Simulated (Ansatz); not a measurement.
# C2H4N (charge +1): rigid scan of one bond length, by script

The task is a rigid scan of one bond length, for C2H4N (charge +1). SMILES: CC#[NH+].

All numbers are computed with the Python package of Ansatz 0.2.0. Level of theory: MP2/6-31G*.

### Step 1. The system

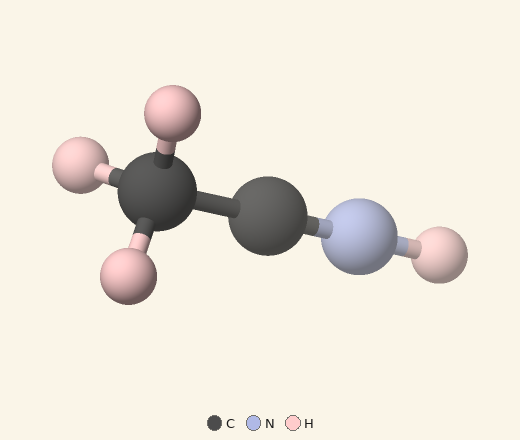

The structure that the script starts from, seen from a chosen angle (carbon dark grey, nitrogen light blue, hydrogen pink).

The script holds or builds the structure itself.

### Step 2. Script

The input, scan_c2h4n.py:

```python
import warnings

import ansatz as az
import matplotlib.pyplot as plt
import numpy as np

BASIS = "6-31G*"
LEVEL = "MP2"
CHARGE = 1

warnings.simplefilter("ignore", az.DeckWarning)

geometry = (
    az.Crystal.molecule()
    .atom("C", (-0.68564, 0.51942, -0.27775))
    .atom("C", (0.36792, -0.27369, 0.14973))
    .atom("N", (1.23925, -0.93388, 0.5008))
    .atom("H", (-1.49491, -0.10931, -0.66479))
    .atom("H", (-0.352, 1.19497, -1.07268))
    .atom("H", (-1.0703, 1.11717, 0.55556))
    .atom("H", (1.99568, -1.51469, 0.80912))
)

symbols = [site.symbol for site in geometry.cartesian_sites]
start = np.array([site.position_ang for site in geometry.cartesian_sites])
axis = (start[6] - start[2]) / np.linalg.norm(start[6] - start[2])
moving = [6]
lengths, energies = [0.882, 0.922, 0.962, 1.002, 1.042, 1.082, 1.123, 1.183], []
for length in lengths:
    xyz = start.copy()
    xyz[moving] += (length - np.linalg.norm(start[6] - start[2])) * axis
    point = az.Crystal.molecule()
    for symbol, place in zip(symbols, xyz):
        point = point.atom(symbol, place.tolist())
    model = point.calculation().basis(gaussian=BASIS).correlation(LEVEL).charge(CHARGE)
    rep = model.run(threads=1).report
    energies.append(rep["free_energy_ev"])
    print(f"r = {length:6.3f} A  E = {energies[-1]:.5f} eV  <S^2> = {abs(rep['mean_field']['state']['spin_squared']):.3f}")

fit = np.polynomial.Polynomial.fit(lengths, np.array(energies) - min(energies), 4).convert()
roots = [r.real for r in fit.deriv().roots() if abs(r.imag) < 1e-9 and fit.deriv(2)(r.real) > 0]
r_e = min(roots, key=lambda r: abs(r - lengths[int(np.argmin(energies))]))
print(f"minimum of the fit at {r_e:.4f} A, force constant {fit.deriv(2)(r_e):.2f} eV/A^2")
plt.figure(figsize=(4.5, 3))
plt.plot(lengths, np.array(energies) - min(energies), "o-")
plt.xlabel("bond length (A)")
plt.ylabel("E - E(min) (eV)")
plt.tight_layout()
plt.savefig("scan.png", dpi=100)
```

### Step 3. The input behind the calls

The engine receives this input (first run):

```yaml
crystal:
  periodic: [false, false, false]
  atoms:
    - { symbol: C, position_ang: [-0.68564, 0.51942, -0.27775] }
    - { symbol: C, position_ang: [0.36792, -0.27369, 0.14973] }
    - { symbol: "N", position_ang: [1.23925, -0.93388, 0.5008] }
    - { symbol: H, position_ang: [-1.49491, -0.10931, -0.66479] }
    - { symbol: H, position_ang: [-0.352, 1.19497, -1.07268] }
    - { symbol: H, position_ang: [-1.0703, 1.11717, 0.55556] }
    - { symbol: H, position_ang: [1.904896074001986, -1.4449833357231914, 0.7721165759373535] }
basis:
  gaussian:
    orbitals: "6-31G*"
total_charge: 1.0
correlation:
  method: mp2
```

### Step 4. The run

Run with:

```console
$ python scan_c2h4n.py
```

The log of the run:

```text
r =  0.882 A  E = -3608.65409 eV  <S^2> = 0.000
r =  0.922 A  E = -3608.96100 eV  <S^2> = 0.000
r =  0.962 A  E = -3609.13449 eV  <S^2> = 0.000
r =  1.002 A  E = -3609.20363 eV  <S^2> = 0.000
r =  1.042 A  E = -3609.19155 eV  <S^2> = 0.000
r =  1.082 A  E = -3609.11669 eV  <S^2> = 0.000
r =  1.123 A  E = -3608.99023 eV  <S^2> = 0.000
r =  1.183 A  E = -3608.73995 eV  <S^2> = 0.000
minimum of the fit at 1.0147 A, force constant 46.72 eV/A^2
```

It took 2.2 s on 1 thread of Intel Xeon 6975P-C (Granite Rapids), shared host; peak memory 0.2 GiB.

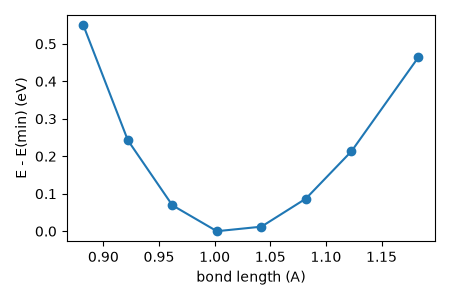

The script's own figure, scan.png.

### Step 5. What changed from run to run

The engine's inputs for some of the other runs:

Run 4, against run 1:

```diff
@@ -10 +10 @@
-    - { symbol: H, position_ang: [1.904896074001986, -1.4449833357231914, 0.7721165759373535] }
+    - { symbol: H, position_ang: [1.9954601657029365, -1.5145212045290677, 0.8090303957927757] }
```

Run 6, against run 1:

```diff
@@ -10 +10 @@
-    - { symbol: H, position_ang: [1.904896074001986, -1.4449833357231914, 0.7721165759373535] }
+    - { symbol: H, position_ang: [2.0558362268369033, -1.5608797837329853, 0.8336396090297239] }
```

Run 7, against run 1:

```diff
@@ -10 +10 @@
-    - { symbol: H, position_ang: [1.904896074001986, -1.4449833357231914, 0.7721165759373535] }
+    - { symbol: H, position_ang: [2.0867789581680616, -1.584638555574993, 0.8462518308136598] }
```

### Step 6. Run by run

From the records of these 8 runs:

```
run  distance (Å)  energy from run 4 (eV)  iterations in all  CPU time (s)
  1          0.88                  0.5495                 11          0.17
  2          0.92                  0.2426                 11          0.17
  3          0.96                  0.0691                 11          0.17
  4          1.00                  0.0000                 11          0.17
  5          1.04                  0.0121                 11          0.17
  6          1.08                  0.0869                 11          0.17
  7          1.12                  0.2134                 11          0.17
  8          1.18                  0.4637                 11          0.16
```

### Step 7. What came out

| quantity | value |
| --- | --- |
| bond length at the fit's minimum | 1.0147 Å |
| runs compared | 8 |
| range of energy | 0.550 eV |
| lowest point, distance (Å) | 1.00 |

**Reading.** The lowest point, at 1.00, lies inside the range. The ends stand 0.55 and 0.464 eV above it. The distance scanned is the script's pair 2, 6. The rest of the molecule is held rigid at a force-field or estimated start geometry, and the basis set is modest; single-reference methods fail as a bond breaks. The orbitals are restricted, so S² is zero by construction.
